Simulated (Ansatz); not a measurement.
**Ge₂H₃ (quartet): from Hartree-Fock to the top rungs, cc-pVDZ**

Aim: climb from Hartree-Fock through coupled cluster and multireference methods for Ge₂H₃ (quartet) at one geometry and basis, and see what each rung misses.

Computed with Ansatz 0.2.0, Gaussian basis. Level: cc-pVDZ, core rule «outside noble gas», up to 28 orbitals frozen.

To be run: UHF; CCSD(T) on ROHF; CCSD(T) on UHF; BCCD(T) on ROHF; CISD; CCSDT(Q) on ROHF; CCSDT(Q) on UHF; CASSCF and MRCISD+Q, 11 electrons in 11 orbitals; CASSCF and NEVPT2, 11 electrons in 11 orbitals.

19 further runs of the same task are left out: 6 that didn't finish, 13 set aside as unsound or not needed.

## 1. The system

The geometry is a PBE0/def2-TZVP stationary point (not a proven minimum) of the parent state, kept for this charge and spin. No spin-orbit coupling is included. The filled d shell of Ge may be among the frozen orbitals whatever the setting's name suggests; the logs give the count.

5 atoms, charge 0, spin multiplicity 4.

Atoms are counted from 1 here; the program's logs count them from 0.

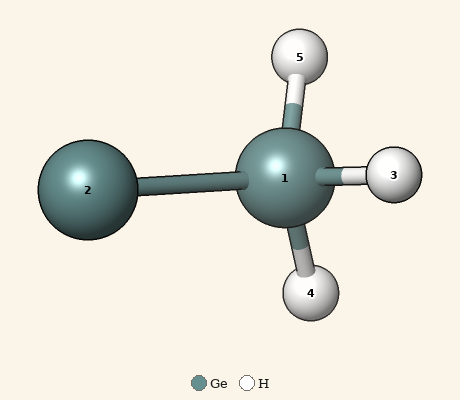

The structure; germanium teal, hydrogen white; atoms are numbered from 1 in the order of the file.

In the tables R marks a restricted open-shell determinant and U an unrestricted one; 'valence' is the active space of 11 electrons in 11 orbitals; energies count from the table's Hartree-Fock row.

## 2. UHF

Contents of in.yaml:

```yaml
crystal:
  periodic: [false, false, false]
  atoms:
    - {symbol: Ge, position_ang: [-0.001989, 0.000001, 1.207499]}
    - {symbol: Ge, position_ang: [-0.001381, -0.000001, -1.281547]}
    - {symbol: H, position_ang: [1.500233, -0.000013, 1.588157]}
    - {symbol: H, position_ang: [-0.628647, 1.243483, 1.874144]}
    - {symbol: H, position_ang: [-0.628670, -1.243469, 1.874145]}
basis:
  gaussian: {orbitals: cc-pVDZ}
magnetization: {spin_polarized: true, initial_magnetization: 3}
hamiltonian: {xc: hf}
output: {orbitals: {seedname: orbitals}}
```

Started as:

```sh
> ansatz run in.yaml --threads 1 --pin off --events-out ev --progress --plain --max-ram 2393MiB
```

What it wrote:

```text
Functional definition: HF
  name "HF"
  cite "Fock, Z. Phys. 61, 126 (1930) doi:10.1007/BF01340294"
  parent pbe
  exchange = exact_x
  correlation = 0
784 factors; integrals over basis functions are off by at most 9.9e-4 eV
mean field evaluation 1: about -112990.0847 eV, gradient 8.0e0 eV
mean field evaluation 2: about -112990.0881 eV, gradient 8.0e0 eV
mean field evaluation 4: about -112991.0806 eV, gradient 1.1e0 eV
mean field evaluation 8: about -112991.1513 eV, gradient 2.6e-3 eV
mean field -112991.15147246 eV, -4152.3482284598 hartree, gradient 1.9e-5 eV, S^2 3.757356; 0 other end points of the search recorded, 0 dependent functions left out
reference -112991.15147246 eV, -4152.3482284598 hartree; 35, 32 occupied and 34, 37 virtual orbitals, 784 factors
Total energy: -112991.15147246 eV, -4152.3482284598 hartree
```

Wall time 2 s (1 thread of Arm Neoverse V1, shared host).

From the report: ⟨S²⟩ of the determinant 3.757 (pure quartet: 3.75).

## 3. CCSD(T) on ROHF

Edit in.yaml of step 2 so:

```diff
@@ -10,4 +10,4 @@
   gaussian: {orbitals: cc-pVDZ}
-magnetization: {spin_polarized: true, initial_magnetization: 3}
-hamiltonian: {xc: hf}
-output: {orbitals: {seedname: orbitals}}
+magnetization: {spin_polarized: false, initial_magnetization: 3}
+correlation: {method: ccsd_t, electrons: outside_noble_gas}
+output: {forces: true}
```

Launched as before.

What it wrote, cut to the lines that bear on the results:

```text
Functional definition: HF
  name "HF"
  cite "Fock, Z. Phys. 61, 126 (1930) doi:10.1007/BF01340294"
  parent pbe
[...]
784 factors; integrals over basis functions are off by at most 9.9e-4 eV
[...]
mean field -112991.08243673 eV, -4152.3456914433 hartree, gradient 8.1e-6 eV, S^2 3.750000; 0 other end points of the search recorded, 0 dependent functions left out
28 core orbitals not correlated: weight in the atoms' cores, before any rotation towards them, 0.999 or more for the frozen orbitals, at most 0.000 for the correlated occupied ones
reference -112991.08243673 eV, -4152.3456914433 hartree; 7, 4 occupied and 34, 37 virtual orbitals, 784 factors
second order -3.94357598 eV of doubles, -0.02603954 eV of singles
cycle   1  -4.68532449 eV  change   -7.1e-1 eV  update   7.0e-2
[...]
cycle  13  -4.97427280 eV  change    1.4e-6 eV  update   6.5e-7
perturbative correction -0.12808074 eV, -0.0047068804 hartree
[...]
Total energy: -112996.18479026 eV, -4152.5331994772 hartree
Atom 0 at    -0.001989     0.000001     1.207499 Å, force     0.467230    -0.000004     0.832301 eV/Å
Atom 1 at    -0.001381    -0.000001    -1.281547 Å, force    -0.161839     0.000001    -0.178267 eV/Å
Atom 2 at     1.500233    -0.000013     1.588157 Å, force     0.015423    -0.000000    -0.100957 eV/Å
Atom 3 at    -0.628647     1.243483     1.874144 Å, force    -0.160406     0.133592    -0.276539 eV/Å
Atom 4 at    -0.628670    -1.243469     1.874145 Å, force    -0.160408    -0.133589    -0.276538 eV/Å
Dipole moment:    -0.019506     0.000000     0.185751 e Å
```

Run time: 9 s. Hardware: 1 thread of Arm Neoverse V1, shared host.

From the report: correlation -5.1024 eV; T1 0.023; largest double amplitude 0.05.

## 4. CCSD(T) on UHF

Edit in.yaml of step 3 so:

```diff
@@ -10,3 +10,3 @@
   gaussian: {orbitals: cc-pVDZ}
-magnetization: {spin_polarized: false, initial_magnetization: 3}
+magnetization: {spin_polarized: true, initial_magnetization: 3}
 correlation: {method: ccsd_t, electrons: outside_noble_gas}
```

Launched as before.

What it wrote, cut to the lines that bear on the results:

```text
Functional definition: HF
  name "HF"
  cite "Fock, Z. Phys. 61, 126 (1930) doi:10.1007/BF01340294"
  parent pbe
[...]
784 factors; integrals over basis functions are off by at most 9.9e-4 eV
[...]
mean field -112991.15147246 eV, -4152.3482284598 hartree, gradient 2.1e-6 eV, S^2 3.757356; 0 other end points of the search recorded, 0 dependent functions left out
28 core orbitals not correlated: weight in the atoms' cores, before any rotation towards them, 0.999 or more for the frozen orbitals, at most 0.000 for the correlated occupied ones
reference -112991.15147246 eV, -4152.3482284598 hartree; 7, 4 occupied and 34, 37 virtual orbitals, 784 factors
second order -3.90968228 eV of doubles, -0.00000000 eV of singles
cycle   1  -4.63191642 eV  change   -7.2e-1 eV  update   7.0e-2
[...]
cycle  12  -4.92393892 eV  change   -6.3e-7 eV  update   1.6e-6
perturbative correction -0.12616716 eV, -0.0046365575 hartree
[...]
Total energy: -112996.20157854 eV, -4152.5338164350 hartree
Atom 0 at    -0.001989     0.000001     1.207499 Å, force     0.467660    -0.000004     0.823414 eV/Å
Atom 1 at    -0.001381    -0.000001    -1.281547 Å, force    -0.162161     0.000001    -0.169018 eV/Å
Atom 2 at     1.500233    -0.000013     1.588157 Å, force     0.014465    -0.000000    -0.100596 eV/Å
Atom 3 at    -0.628647     1.243483     1.874144 Å, force    -0.159981     0.132798    -0.276900 eV/Å
Atom 4 at    -0.628670    -1.243469     1.874145 Å, force    -0.159983    -0.132795    -0.276900 eV/Å
Dipole moment:    -0.019580     0.000000     0.184732 e Å
```

Wall time 8 s (1 thread of Arm Neoverse V1, shared host).

From the report: ⟨S²⟩ of the determinant 3.757 (pure quartet: 3.75); correlation -5.0501 eV; T1 0.020; largest double amplitude 0.04.

## 5. BCCD(T) on ROHF

Edit in.yaml of step 4 so:

```diff
@@ -10,4 +10,3 @@
   gaussian: {orbitals: cc-pVDZ}
-magnetization: {spin_polarized: true, initial_magnetization: 3}
-correlation: {method: ccsd_t, electrons: outside_noble_gas}
-output: {forces: true}
+magnetization: {spin_polarized: false, initial_magnetization: 3}
+correlation: {method: bccd_t, electrons: outside_noble_gas}
```

Launched as before.

What it wrote, cut to the lines that bear on the results:

```text
Functional definition: HF
  name "HF"
  cite "Fock, Z. Phys. 61, 126 (1930) doi:10.1007/BF01340294"
  parent pbe
[...]
784 factors; integrals over basis functions are off by at most 9.9e-4 eV
[...]
mean field -112991.08243673 eV, -4152.3456914433 hartree, gradient 8.1e-6 eV, S^2 3.750000; 0 other end points of the search recorded, 0 dependent functions left out
28 core orbitals not correlated: weight in the atoms' cores, before any rotation towards them, 0.999 or more for the frozen orbitals, at most 0.000 for the correlated occupied ones
reference -112991.08243673 eV, -4152.3456914433 hartree; 7, 4 occupied and 34, 37 virtual orbitals, 784 factors
second order -3.94357598 eV of doubles, -0.02603954 eV of singles
cycle   1  -4.70104464 eV  change   -7.3e-1 eV  update   7.0e-2
[...]
cycle  10  -4.97276801 eV  change   -1.0e-5 eV  update   1.2e-5
perturbative correction -0.13021459 eV, -0.0047852978 hartree
Total energy: -112996.18541932 eV, -4152.5332225947 hartree
```

It took 4.2 s on 1 thread of Arm Neoverse V1, shared host.

From the report: correlation -5.1030 eV; largest double amplitude 0.05.

## 6. CISD

Edit in.yaml of step 5 so:

```diff
@@ -11,2 +11,2 @@
 magnetization: {spin_polarized: false, initial_magnetization: 3}
-correlation: {method: bccd_t, electrons: outside_noble_gas}
+correlation: {active_space: {ras: {orbitals: [4, 3, 34], electrons: 11, max_holes: 2, max_particles: 2}, fixed_orbitals: true}}
```

The command is unchanged.

What it wrote:

```text
Functional definition: HF
  name "HF"
  cite "Fock, Z. Phys. 61, 126 (1930) doi:10.1007/BF01340294"
  parent pbe
  exchange = exact_x
  correlation = 0
784 factors; integrals over basis functions are off by at most 9.9e-4 eV
mean field evaluation 1: about -112990.0313 eV, gradient 9.7e0 eV
mean field evaluation 2: about -112990.0341 eV, gradient 9.7e0 eV
mean field evaluation 4: about -112991.0259 eV, gradient 1.1e0 eV
mean field evaluation 8: about -112991.0809 eV, gradient 1.9e-1 eV
mean field -112991.08243673 eV, -4152.3456914433 hartree, gradient 8.1e-6 eV, S^2 3.750000; 0 other end points of the search recorded, 0 dependent functions left out
reference -112991.08243673 eV, -4152.3456914433 hartree; 35, 32 occupied and 34, 37 virtual orbitals, 784 factors
state -112995.70768935 eV, -4152.5156663419 hartree
Total energy: -112995.70768935 eV, -4152.5156663419 hartree
```

Wall time 11 s (1 thread of Arm Neoverse V1, shared host).

From the report: 123,867 determinants.

## 7. CCSDT(Q) on ROHF

Edit in.yaml of step 6 so:

```diff
@@ -11,2 +11,2 @@
 magnetization: {spin_polarized: false, initial_magnetization: 3}
-correlation: {active_space: {ras: {orbitals: [4, 3, 34], electrons: 11, max_holes: 2, max_particles: 2}, fixed_orbitals: true}}
+correlation: {method: ccsdt_q, electrons: outside_noble_gas}
```

Launched as before.

What it wrote, cut to the lines that bear on the results:

```text
Functional definition: HF
  name "HF"
  cite "Fock, Z. Phys. 61, 126 (1930) doi:10.1007/BF01340294"
  parent pbe
[...]
1375 factors; integrals over basis functions are off by at most 2.3e-7 eV
[...]
mean field -112991.08257443 eV, -4152.3456965037 hartree, gradient 3.3e-6 eV, S^2 3.750000; 0 other end points of the search recorded, 0 dependent functions left out
28 core orbitals not correlated: weight in the atoms' cores, before any rotation towards them, 0.999 or more for the frozen orbitals, at most 0.000 for the correlated occupied ones
reference -112991.08257443 eV, -4152.3456965037 hartree; 7, 4 occupied and 34, 37 virtual orbitals, 1375 factors
second order -3.94360828 eV of doubles, -0.02603974 eV of singles
cycle   1  -4.68532705 eV  change   -7.1e-1 eV  update   7.7e-2
[...]
cycle  16  -5.13149411 eV  change    4.7e-7 eV  update   3.8e-7
perturbative correction -0.00590210 eV, -0.0002168983 hartree
Total energy: -112996.21997064 eV, -4152.5344923323 hartree
```

Wall time 36 s (1 thread of Arm Neoverse V1, shared host); peak memory 0.55 GiB.

From the report: correlation -5.1374 eV; T1 0.024; largest double amplitude 0.06.

## 8. CCSDT(Q) on UHF

Edit in.yaml of step 7 so:

```diff
@@ -10,3 +10,3 @@
   gaussian: {orbitals: cc-pVDZ}
-magnetization: {spin_polarized: false, initial_magnetization: 3}
+magnetization: {spin_polarized: true, initial_magnetization: 3}
 correlation: {method: ccsdt_q, electrons: outside_noble_gas}
```

The command is unchanged.

What it wrote, cut to the lines that bear on the results:

```text
Functional definition: HF
  name "HF"
  cite "Fock, Z. Phys. 61, 126 (1930) doi:10.1007/BF01340294"
  parent pbe
[...]
1375 factors; integrals over basis functions are off by at most 2.3e-7 eV
[...]
mean field -112991.15161081 eV, -4152.3482335440 hartree, gradient 8.4e-6 eV, S^2 3.757356; 0 other end points of the search recorded, 0 dependent functions left out
28 core orbitals not correlated: weight in the atoms' cores, before any rotation towards them, 0.999 or more for the frozen orbitals, at most 0.000 for the correlated occupied ones
reference -112991.15161081 eV, -4152.3482335440 hartree; 7, 4 occupied and 34, 37 virtual orbitals, 1375 factors
second order -3.90971427 eV of doubles, -0.00000000 eV of singles
cycle   1  -4.63191892 eV  change   -7.2e-1 eV  update   7.7e-2
[...]
cycle  16  -5.07948134 eV  change    5.2e-7 eV  update   3.5e-7
perturbative correction -0.00588760 eV, -0.0002163654 hartree
Total energy: -112996.23697975 eV, -4152.5351174056 hartree
```

Wall time 30 s (1 thread of Arm Neoverse V1, shared host); peak memory 0.46 GiB.

From the report: ⟨S²⟩ of the determinant 3.757 (pure quartet: 3.75); correlation -5.0854 eV; T1 0.021; largest double amplitude 0.05.

## 9. CASSCF and MRCISD+Q, 11 electrons in 11 orbitals

Edit in.yaml of step 8 so:

```diff
@@ -10,3 +10,3 @@
   gaussian: {orbitals: cc-pVDZ}
-magnetization: {spin_polarized: true, initial_magnetization: 3}
-correlation: {method: ccsdt_q, electrons: outside_noble_gas}
+magnetization: {spin_polarized: false, initial_magnetization: 3}
+correlation: {method: fic_mrcisd_q, electrons: outside_noble_gas, active_space: {window: {electrons: 11, orbitals: 11}, shells: [{species: Ge, l: s, shell: 4}, {species: Ge, l: p, shell: 4}, {species: H, l: s, shell: 1}]}}
```

Same command.

What it wrote, cut to the lines that bear on the results:

```text
Functional definition: HF
  name "HF"
  cite "Fock, Z. Phys. 61, 126 (1930) doi:10.1007/BF01340294"
  parent pbe
[...]
1375 factors; integrals over basis functions are off by at most 2.3e-7 eV
[...]
mean field -112991.08257443 eV, -4152.3456965037 hartree, gradient 3.3e-6 eV, S^2 3.750000; 0 other end points of the search recorded, 0 dependent functions left out
reference -112991.08257443 eV, -4152.3456965037 hartree; 35, 32 occupied and 34, 37 virtual orbitals, 1375 factors
state -112992.77447331 eV, -4152.4078726407 hartree
contracted CI cycle   1: correlation 0.00000000 eV, 0.0000000000 hartree, residual 1.28e1 eV
contracted CI cycle   2: correlation -3.06074470 eV, -0.1124802929 hartree, residual 2.56e0 eV
contracted CI cycle   3: correlation -3.17972470 eV, -0.1168527274 hartree, residual 5.24e-1 eV
contracted CI cycle   4: correlation -3.18472800 eV, -0.1170365951 hartree, residual 1.26e-1 eV
contracted CI cycle   5: correlation -3.18499627 eV, -0.1170464539 hartree, residual 2.78e-2 eV
contracted CI cycle   6: correlation -3.18500956 eV, -0.1170469423 hartree, residual 6.49e-3 eV
contracted CI cycle   7: correlation -3.18501026 eV, -0.1170469682 hartree, residual 1.51e-3 eV
contracted CI cycle   8: correlation -3.18501030 eV, -0.1170469696 hartree, residual 3.62e-4 eV
state -112992.77447331 eV, -4152.4078726407 hartree; corrected -112996.18880401 eV, -4152.5333469799 hartree
Total energy: -112996.18880401 eV, -4152.5333469799 hartree
Checks for a lower state left out: starts, orbital_swaps
```

It took 23 s on 1 thread of Arm Neoverse V1, shared host; peak memory 0.97 GiB.

From the report: 54,692 determinants; active occupations 1.98, 1.97, 1.97, 1.97, 1.00, 1.00, 1.00, 0.03, 0.02, 0.02, 0.02.

## 10. CASSCF and NEVPT2, 11 electrons in 11 orbitals

Edit in.yaml of step 9 so:

```diff
@@ -11,2 +11,2 @@
 magnetization: {spin_polarized: false, initial_magnetization: 3}
-correlation: {method: fic_mrcisd_q, electrons: outside_noble_gas, active_space: {window: {electrons: 11, orbitals: 11}, shells: [{species: Ge, l: s, shell: 4}, {species: Ge, l: p, shell: 4}, {species: H, l: s, shell: 1}]}}
+correlation: {method: sc_nevpt2, electrons: outside_noble_gas, active_space: {window: {electrons: 11, orbitals: 11}, shells: [{species: Ge, l: s, shell: 4}, {species: Ge, l: p, shell: 4}, {species: H, l: s, shell: 1}]}}
```

The command is unchanged.

What it wrote:

```text
Functional definition: HF
  name "HF"
  cite "Fock, Z. Phys. 61, 126 (1930) doi:10.1007/BF01340294"
  parent pbe
  exchange = exact_x
  correlation = 0
1375 factors; integrals over basis functions are off by at most 2.3e-7 eV
mean field evaluation 1: about -112990.0314 eV, gradient 9.7e0 eV
mean field evaluation 2: about -112990.0347 eV, gradient 9.7e0 eV
mean field evaluation 4: about -112991.0262 eV, gradient 1.1e0 eV
mean field evaluation 8: about -112991.0810 eV, gradient 1.9e-1 eV
mean field -112991.08257443 eV, -4152.3456965037 hartree, gradient 3.3e-6 eV, S^2 3.750000; 0 other end points of the search recorded, 0 dependent functions left out
reference -112991.08257443 eV, -4152.3456965037 hartree; 35, 32 occupied and 34, 37 virtual orbitals, 1375 factors
state -112992.77447331 eV, -4152.4078726407 hartree
state -112992.77447331 eV, -4152.4078726407 hartree; corrected -112995.25590098 eV, -4152.4990634258 hartree
Total energy: -112995.25590098 eV, -4152.4990634258 hartree
Checks for a lower state left out: starts, orbital_swaps
```

It took 17 s on 1 thread of Arm Neoverse V1, shared host; peak memory 0.33 GiB.

From the report: 54,692 determinants; active occupations 1.98, 1.97, 1.97, 1.97, 1.00, 1.00, 1.00, 0.03, 0.02, 0.02, 0.02.

## 11. Natural occupations

Natural occupations of the CASSCF valence state about the gap (report; correlated orbitals 1 to 10): 1.984, 1.974, 1.971, 1.970, 1.002, 1.000, 1.000, 0.034, 0.023, 0.023. The count of effectively unpaired electrons, Σ n²(2 − n)², is 3.02; a single determinant of this spin has 3.

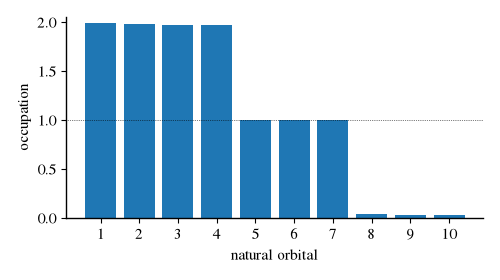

Natural occupations of the CASSCF valence state.

## 12. Misses and costs

The yardstick is UCCSDT(Q), where the cluster series has nearly closed. Rows without a time come out of other runs: HF, MP2 and CCSD of CCSD(T), CCSDT of CCSDT(Q), CASSCF and MRCISD of the multireference runs. The times of RCCSD(T), UCCSD(T) include forces.

Differences are taken before rounding.

| method | energy from the lowest RHF (meV) | from UCCSDT(Q) (meV) | time |
| --- | --- | --- | --- |
| RHF | 0.0 | +5154.5 |  |
| UHF | -69.0 | +5085.5 |  |
| RMP2 | -3969.6 | +1184.9 |  |
| UMP2 | -3978.7 | +1175.8 |  |
| CISD | -4625.3 | +529.3 | 11 s |
| RCCSD | -4974.3 | +180.3 |  |
| UCCSD | -4993.0 | +161.6 |  |
| RCCSD(T) | -5102.4 | +52.2 | 9 s |
| UCCSD(T) | -5119.1 | +35.4 | 8 s |
| BCCD(T) | -5103.0 | +51.6 | 4.2 s |
| RCCSDT | -5131.6 | +22.9 |  |
| UCCSDT | -5148.7 | +5.9 |  |
| RCCSDT(Q) | -5137.5 | +17.0 | 36 s |
| UCCSDT(Q) | -5154.5 | 0 | 30 s |
| CASSCF valence | -1692.0 | +3462.5 |  |
| NEVPT2 valence | -4173.5 | +981.1 | 17 s |
| MRCISD valence | -4877.0 | +277.5 |  |
| MRCISD+Q valence | -5106.4 | +48.2 | 23 s |

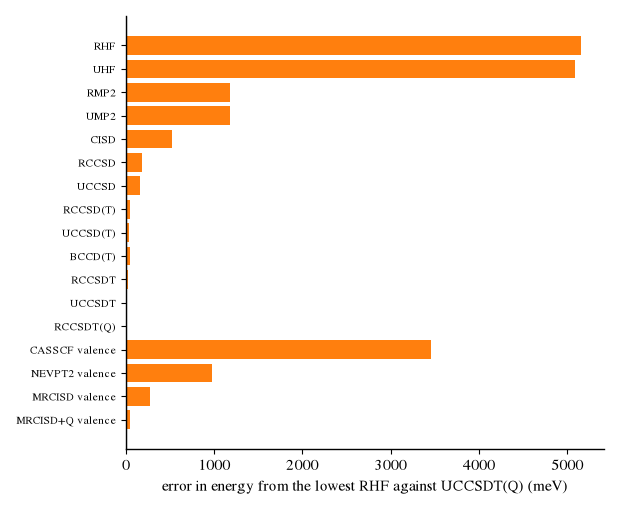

How far each level lands from UCCSDT(Q).

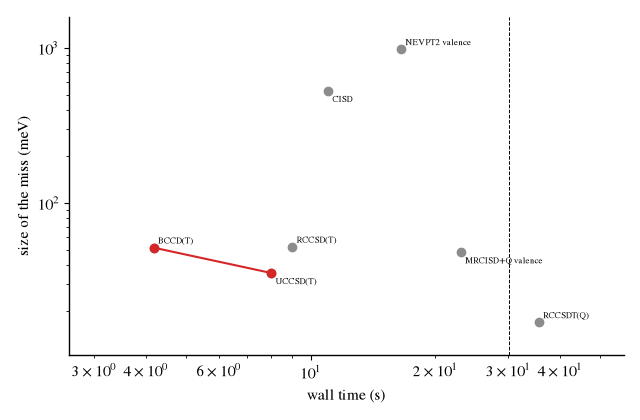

Accuracy for the time spent; red marks the levels that beat every quicker one drawn (of those quicker than the yardstick), and the dashed line is the time of UCCSDT(Q). Times are from a shared host.

## 13. Results

| quantity | value |
| --- | --- |
| UCCSDT(Q) below the RHF energy | -5.1545 eV |
| RMP2 from UCCSDT(Q) | +1184.9 meV |
| UMP2 from UCCSDT(Q) | +1175.8 meV |
| RCCSD from UCCSDT(Q) | +180.3 meV |
| RCCSD(T) from UCCSDT(Q) | +52.2 meV |
| UCCSD(T) from UCCSDT(Q) | +35.4 meV |
| RCCSDT(Q) from UCCSDT(Q) | +17.0 meV |
| NEVPT2 valence from UCCSDT(Q) | +981.1 meV |
| MRCISD+Q valence from UCCSDT(Q) | +48.2 meV |
| levels within 1 kcal/mol (43 meV) | UCCSD(T), RCCSDT, UCCSDT, RCCSDT(Q) |
| T1 diagnostic | 0.023 |
| effectively unpaired electrons | 3.02 |

What this shows: RCCSD(T) lands +52.2 meV from the yardstick (1.0 % of the correlation energy). One determinant dominates. Of the multireference levels listed MRCISD+Q valence comes nearest in total energy (+48.2 meV), which doesn't show that its space is the better one. These misses are within one basis, not against nature; the frozen cores of restricted and unrestricted runs differ, which can shift their rows.

For cost: UCCSD(T) gets within 35.4 meV in 8 s, where UCCSDT(Q) took 30 s; the quickest level in the cost chart, BCCD(T), takes 4.2 s and misses by 51.6 meV.
